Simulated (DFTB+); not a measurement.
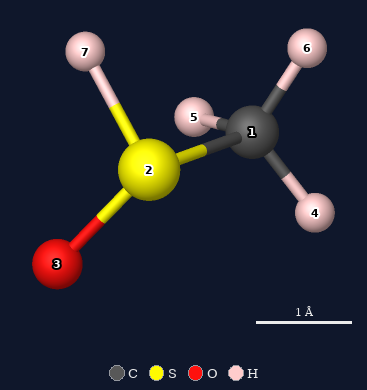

Fig. 1: The starting structure (ball-and-stick view, seen at a tilt; atoms are numbered from 1 in the order of the input). Bond lengths as drawn: C–H 1.08 to 1.09 Å, C–S 1.85 Å, H–S 1.42 Å and O–S 1.46 Å.

CH$_{4}$OS: geometry relaxation (part 1 of 4)

The run: geometry relaxation of CH$_{4}$OS, SMILES C[SH]=O. Method and program: DFTB2, R-SCC (DFTB+ 25.1).

The geometry comes from this level: GFN2-xTB.

What the program printed:
```
|  DFTB+ development version (commit: a23bfb2)

Reading input file 'dftb_in.hsd'
Parser version: 14

--------------------------------------------------------------------------------
Reading SK-files:
./slakos/cc.spl
./slakos/cs.spl
./slakos/co.spl
./slakos/ch.spl
./slakos/ss.spl
./slakos/so.spl
./slakos/sh.spl
./slakos/oo.spl
./slakos/oh.spl
./slakos/hh.spl
Done.

Processed input in HSD format written to 'dftb_pin.hsd'

Starting initialization...
--------------------------------------------------------------------------------
OpenMP threads:              1
Chosen random seed:          207361036
Current stacksize:           unlimited
Mode:                        Geometry optimisation relaxation
Self consistent charges:     Yes
SCC-tolerance:                 0.100000E-04
Max. scc iterations:                    100
Shell resolved Hubbard:      No
Spin polarisation:           No
Nr. of up electrons:            10.000000
Nr. of down electrons:          10.000000
Periodic boundaries:         No
Electronic solver:           Relatively robust
Mixer:                       Broyden mixer
Mixing parameter:                  0.200000
Nr. of chrg. vec. in memory:            100
Max. SCC-cycles:                        100
Max. nr. of geometry steps:             100
Electronic temperature:              0.100000E-07 H      0.272114E-06 eV
Initial charges:             Set automatically (system chrg:   0.000E+00)
Included shells:             C:  s, p
                             S:  s, p, d
                             O:  s, p
                             H:  s
Extra options:
                             Mulliken analysis
                             Force calculation
Force type                   original

--------------------------------------------------------------------------------

***  Geometry step: 0

 iSCC Total electronic   Diff electronic      SCC error
    1   -0.91462055E+01    0.00000000E+00    0.53791033E+00
    2   -0.91666461E+01   -0.91462055E+01    0.27512376E+00
    3   -0.91739258E+01   -0.20440603E-01    0.10835546E+00
    4   -0.91736120E+01   -0.72796973E-02    0.71698247E-01
    5   -0.91741257E+01    0.31388811E-03    0.15919065E-01
    6   -0.91741399E+01   -0.51369487E-03    0.57233726E-02
    7   -0.91741433E+01   -0.14288156E-04    0.49783742E-03
    8   -0.91741433E+01   -0.33712949E-05    0.30476438E-03
    9   -0.91741433E+01   -0.14452057E-07    0.74405289E-04
   10   -0.91741433E+01   -0.93338564E-08    0.28897401E-05

Total Energy:                       -8.9709370264 H         -244.1116 eV
Extrapolated to 0K:                 -8.9709370264 H         -244.1116 eV
Total Mermin free energy:           -8.9709370264 H         -244.1116 eV
Force related energy:               -8.9709370264 H         -244.1116 eV

total energy  -8.9709370E+00 H       energy change -8.9709370E+00 H
gradient norm  5.9503570E-02 H/a0    max. gradient  3.5189549E-02 H/a0
step length    0.0000000E+00 a0      max. step      0.0000000E+00 a0

--------------------------------------------------------------------------------

***  Geometry step: 1

 iSCC Total electronic   Diff electronic      SCC error
    1   -0.91739194E+01    0.00000000E+00    0.61190387E-03
    2   -0.91739195E+01    0.22390216E-03    0.27110294E-03
    3   -0.91739195E+01   -0.34359328E-07    0.51471374E-04
    4   -0.91739195E+01   -0.90006136E-08    0.31451031E-05

Total Energy:                       -8.9709722452 H         -244.1126 eV
Extrapolated to 0K:                 -8.9709722452 H         -244.1126 eV
Total Mermin free energy:           -8.9709722452 H         -244.1126 eV
Force related energy:               -8.9709722452 H         -244.1126 eV

total energy  -8.9709722E+00 H       energy change -3.5218823E-05 H
gradient norm  5.8873111E-02 H/a0    max. gradient  3.4734044E-02 H/a0
step length    5.9503570E-04 a0      max. step      3.5189549E-04 a0

--------------------------------------------------------------------------------

***  Geometry step: 2

 iSCC Total electronic   Diff electronic      SCC error
    1   -0.91734751E+01    0.00000000E+00    0.12085281E-02
    2   -0.91734752E+01    0.44439428E-03    0.53497127E-03
    3   -0.91734753E+01   -0.13422094E-06    0.10287481E-03
    4   -0.91734753E+01   -0.35114118E-07    0.65626579E-05

Total Energy:                       -8.9710411985 H         -244.1145 eV
Extrapolated to 0K:                 -8.9710411985 H         -244.1145 eV
Total Mermin free energy:           -8.9710411985 H         -244.1145 eV
Force related energy:               -8.9710411985 H         -244.1145 eV

total energy  -8.9710412E+00 H       energy change -6.8953238E-05 H
gradient norm  5.7628938E-02 H/a0    max. gradient  3.3833874E-02 H/a0
step length    1.1837637E-03 a0      max. step      6.9915239E-04 a0

--------------------------------------------------------------------------------

***  Geometry step: 3

 iSCC Total electronic   Diff electronic      SCC error
    1   -0.91728173E+01    0.00000000E+00    0.17898542E-02
    2   -0.91728176E+01    0.65793252E-03    0.79132054E-03
    3   -0.91728177E+01   -0.29487025E-06    0.15357250E-03
    4   -0.91728177E+01   -0.76942436E-07    0.99425751E-05

Total Energy:                       -8.9711410053 H         -244.1172 eV
Extrapolated to 0K:                 -8.9711410053 H         -244.1172 eV
Total Mermin free energy:           -8.9711410053 H         -244.1172 eV
Force related energy:               -8.9711410053 H         -244.1172 eV

total energy  -8.9711410E+00 H       energy change -9.9806840E-05 H
gradient norm  5.5800609E-02 H/a0    max. gradient  3.2507473E-02 H/a0
step length    1.7600251E-03 a0      max. step      1.0370745E-03 a0

--------------------------------------------------------------------------------

***  Geometry step: 4

 iSCC Total electronic   Diff electronic      SCC error
    1   -0.91719567E+01    0.00000000E+00    0.23438971E-02
    2   -0.91719572E+01    0.86099259E-03    0.10345365E-02
    3   -0.91719573E+01   -0.50684022E-06    0.20327978E-03
    4   -0.91719573E+01   -0.13180439E-06    0.13238671E-04
    5   -0.91719573E+01   -0.20006947E-08    0.24040269E-05

Total Energy:                       -8.9712675571 H         -244.1206 eV
Extrapolated to 0K:                 -8.9712675571 H         -244.1206 eV
Total Mermin free energy:           -8.9712675571 H         -244.1206 eV
Force related energy:               -8.9712675571 H         -244.1206 eV

total energy  -8.9712676E+00 H       energy change -1.2655175E-04 H
gradient norm  5.3433643E-02 H/a0    max. gradient  3.0784184E-02 H/a0
step length    2.3179148E-03 a0      max. step      1.3609747E-03 a0

--------------------------------------------------------------------------------

***  Geometry step: 5

 iSCC Total electronic   Diff electronic      SCC error
    1   -0.91709072E+01    0.00000000E+00    0.28621609E-02
    2   -0.91709080E+01    0.10501467E-02    0.12607735E-02
    3   -0.91709081E+01   -0.75835002E-06    0.25135480E-03
    4   -0.91709082E+01   -0.19648323E-06    0.15352383E-04
    5   -0.91709082E+01   -0.30519036E-08    0.27089365E-05

Total Energy:                       -8.9714157568 H         -244.1246 eV
Extrapolated to 0K:                 -8.9714157568 H         -244.1246 eV
Total Mermin free energy:           -8.9714157568 H         -244.1246 eV
Force related energy:               -8.9714157568 H         -244.1246 eV

total energy  -8.9714158E+00 H       energy change -1.4819976E-04 H
gradient norm  5.0585680E-02 H/a0    max. gradient  2.8697540E-02 H/a0
step length    2.8519095E-03 a0      max. step      1.6662587E-03 a0

--------------------------------------------------------------------------------

***  Geometry step: 6

 iSCC Total electronic   Diff electronic      SCC error
    1   -0.91696861E+01    0.00000000E+00    0.33346449E-02
    2   -0.91696871E+01    0.12220643E-02    0.14652278E-02
    3   -0.91696874E+01   -0.10331855E-05    0.29791896E-03
    4   -0.91696874E+01   -0.26640600E-06    0.18192411E-04
    5   -0.91696874E+01   -0.42536623E-08    0.34163719E-05

Total Energy:                       -8.9715798128 H         -244.1291 eV
Extrapolated to 0K:                 -8.9715798128 H         -244.1291 eV
Total Mermin free energy:           -8.9715798128 H         -244.1291 eV
Force related energy:               -8.9715798128 H         -244.1291 eV

total energy  -8.9715798E+00 H       energy change -1.6405599E-04 H
gradient norm  4.7329850E-02 H/a0    max. gradient  2.6292375E-02 H/a0
step length    3.3569409E-03 a0      max. step      1.9483987E-03 a0

--------------------------------------------------------------------------------

***  Geometry step: 7

 iSCC Total electronic   Diff electronic      SCC error
    1   -0.91681587E+01    0.00000000E+00    0.41775764E-02
    2   -0.91681604E+01    0.15286486E-02    0.18299055E-02
    3   -0.91681608E+01   -0.16291150E-05    0.38151925E-03
    4   -0.91681608E+01   -0.41761994E-06    0.23240160E-04
    5   -0.91681608E+01   -0.69027024E-08    0.53169821E-05

Total Energy:                       -8.9717724141 H         -244.1343 eV
Extrapolated to 0K:                 -8.9717724141 H         -244.1343 eV
Total Mermin free energy:           -8.9717724141 H         -244.1343 eV
Force related energy:               -8.9717724141 H         -244.1343 eV

total energy  -8.9717724E+00 H       energy change -1.9260126E-04 H
gradient norm  4.3353742E-02 H/a0    max. gradient  2.3319135E-02 H/a0
step length    4.2633044E-03 a0      max. step      2.4521833E-03 a0

--------------------------------------------------------------------------------

***  Geometry step: 8

 iSCC Total electronic   Diff electronic      SCC error
    1   -0.91662925E+01    0.00000000E+00    0.51150706E-02
    2   -0.91662950E+01    0.18682981E-02    0.22318065E-02
    3   -0.91662956E+01   -0.24569294E-05    0.48060085E-03
    4   -0.91662956E+01   -0.62535494E-06    0.29274644E-04
    5   -0.91662956E+01   -0.10798653E-07    0.79530694E-05

Total Energy:                       -8.9719888879 H         -244.1402 eV
Extrapolated to 0K:                 -8.9719888879 H         -244.1402 eV
Total Mermin free energy:           -8.9719888879 H         -244.1402 eV
Force related energy:               -8.9719888879 H         -244.1402 eV

total energy  -8.9719889E+00 H       energy change -2.1647383E-04 H
gradient norm  3.8661866E-02 H/a0    max. gradient  1.9739297E-02 H/a0
step length    5.3194341E-03 a0      max. step      3.0214982E-03 a0

--------------------------------------------------------------------------------

***  Geometry step: 9

 iSCC Total electronic   Diff electronic      SCC error
    1   -0.91640690E+01    0.00000000E+00    0.61101905E-02
    2   -0.91640725E+01    0.22266214E-02    0.26531381E-02
    3   -0.91640734E+01   -0.35325800E-05    0.59553783E-03
    4   -0.91640734E+01   -0.89162737E-06    0.36790326E-04
    5   -0.91640734E+01   -0.16269350E-07    0.11289352E-04
    6   -0.91640734E+01   -0.14112977E-09    0.54772527E-05

Total Energy:                       -8.9722199632 H         -244.1465 eV
Extrapolated to 0K:                 -8.9722199632 H         -244.1465 eV
Total Mermin free energy:           -8.9722199632 H         -244.1465 eV
Force related energy:               -8.9722199632 H         -244.1465 eV

total energy  -8.9722200E+00 H       energy change -2.3107526E-04 H
gradient norm  3.3366010E-02 H/a0    max. gradient  1.5554168E-02 H/a0
step length    6.5241305E-03 a0      max. step      3.6403952E-03 a0

--------------------------------------------------------------------------------

***  Geometry step: 10

 iSCC Total electronic   Diff electronic      SCC error
    1   -0.91614978E+01    0.00000000E+00    0.70970477E-02
    2   -0.91615027E+01    0.25755624E-02    0.30638356E-02
    3   -0.91615039E+01   -0.48119056E-05    0.72466672E-03
    4   -0.91615039E+01   -0.12033001E-05    0.46543219E-04
    5   -0.91615039E+01   -0.23533648E-07    0.15268700E-04
    6   -0.91615039E+01   -0.20328983E-09    0.66189642E-05

Total Energy:                       -8.9724512761 H         -244.1528 eV
Extrapolated to 0K:                 -8.9724512761 H         -244.1528 eV
Total Mermin free energy:           -8.9724512761 H         -244.1528 eV
Force related energy:               -8.9724512761 H         -244.1528 eV

total energy  -8.9724513E+00 H       energy change -2.3131295E-04 H
gradient norm  2.7772061E-02 H/a0    max. gradient  1.3040141E-02 H/a0
step length    7.8613354E-03 a0      max. step      4.2739134E-03 a0

--------------------------------------------------------------------------------

***  Geometry step: 11

 iSCC Total electronic   Diff electronic      SCC error
    1   -0.91586398E+01    0.00000000E+00    0.79234746E-02
    2   -0.91586459E+01    0.28640643E-02    0.33966886E-02
    3   -0.91586474E+01   -0.60736419E-05    0.86248509E-03
    4   -0.91586474E+01   -0.15044318E-05    0.59143177E-04
    5   -0.91586474E+01   -0.32161774E-07    0.19843838E-04
    6   -0.91586474E+01   -0.29736036E-09    0.77852266E-05

Total Energy:                       -8.9726642139 H         -244.1586 eV
Extrapolated to 0K:                 -8.9726642139 H         -244.1586 eV
Total Mermin free energy:           -8.9726642139 H         -244.1586 eV
Force related energy:               -8.9726642139 H         -244.1586 eV

total energy  -8.9726642E+00 H       energy change -2.1293777E-04 H
gradient norm  2.2551582E-02 H/a0    max. gradient  1.1020246E-02 H/a0
step length    9.2892847E-03 a0      max. step      4.8539199E-03 a0

--------------------------------------------------------------------------------

***  Geometry step: 12

 iSCC Total electronic   Diff electronic      SCC error
    1   -0.91556444E+01    0.00000000E+00    0.83515809E-02
    2   -0.91556512E+01    0.30030820E-02    0.35504949E-02
    3   -0.91556529E+01   -0.68640201E-05    0.99442334E-03
    4   -0.91556529E+01   -0.16872035E-05    0.73678340E-04
    5   -0.91556529E+01   -0.40541629E-07    0.23024381E-04
    6   -0.91556529E+01   -0.43005066E-09    0.86886535E-05

Total Energy:                       -8.9728390832 H         -244.1634 eV
Extrapolated to 0K:                 -8.9728390832 H         -244.1634 eV
Total Mermin free energy:           -8.9728390832 H         -244.1634 eV
Force related energy:               -8.9728390832 H         -244.1634 eV

total energy  -8.9728391E+00 H       energy change -1.7486934E-04 H
gradient norm  1.8933759E-02 H/a0    max. gradient  8.6528979E-03 H/a0
step length    1.0717000E-02 a0      max. step      5.2545493E-03 a0

--------------------------------------------------------------------------------

***  Geometry step: 13

 iSCC Total electronic   Diff electronic      SCC error
    1   -0.91527929E+01    0.00000000E+00    0.80108850E-02
    2   -0.91527994E+01    0.28600328E-02    0.33718411E-02
    3   -0.91528010E+01   -0.64778473E-05    0.10898586E-02
    4   -0.91528010E+01   -0.15906312E-05    0.88007306E-04
    5   -0.91528010E+01   -0.44829072E-07    0.21429065E-04
    6   -0.91528010E+01   -0.60184213E-09    0.89153807E-05
```
